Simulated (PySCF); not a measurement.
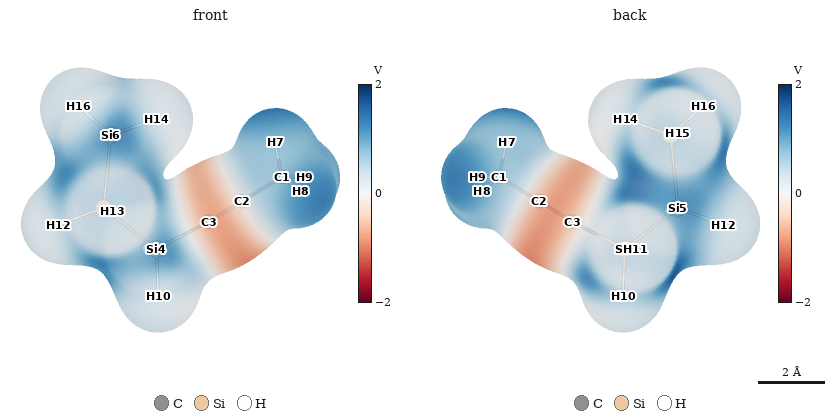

Figure. C3H10Si3. The molecular electrostatic potential painted on the density surface at 0.004 e/bohr³, seen from the front and from behind; the colour scale runs from red (negative) to blue (positive).

Geometry: PBE0-D3(BJ)/def2-SVP.

The calculation used PBE0/pcSseg-1, SCF density, gas phase, non-relativistic in PySCF.

Input

```
{"job": {"kind": "nmr", "xc": "PBE0", "basis": "pcSseg-1"}, "charge": 0, "multiplicity": 1}
C      2.860121     1.661965    -0.096184
C      2.012995     0.494813    -0.249807
C      1.306089    -0.490165    -0.383742
Si     0.146211    -1.894520    -0.525487
Si    -1.716068    -1.335722     0.788169
Si    -2.460720     0.769163     0.074969
H      2.264077     2.549217     0.168721
H      3.605904     1.504558     0.698741
H      3.401083     1.882271    -1.029879
H      0.800800    -3.162307    -0.080505
H     -0.280136    -2.055595    -1.950264
H     -2.804345    -2.355871     0.648992
H     -1.306351    -1.264667     2.226814
H     -1.363704     1.768973     0.253792
H     -2.821143     0.704519    -1.375672
H     -3.659191     1.225281     0.845158
```

Command:

```sh
OMP_NUM_THREADS=1 python probes_run.py task.json out
```

Describe the electrostatic potential map.

Answer. The most negative region (about −0.9 V) lies over C2 and C3, the most positive (about +1.6 V) over Si4.
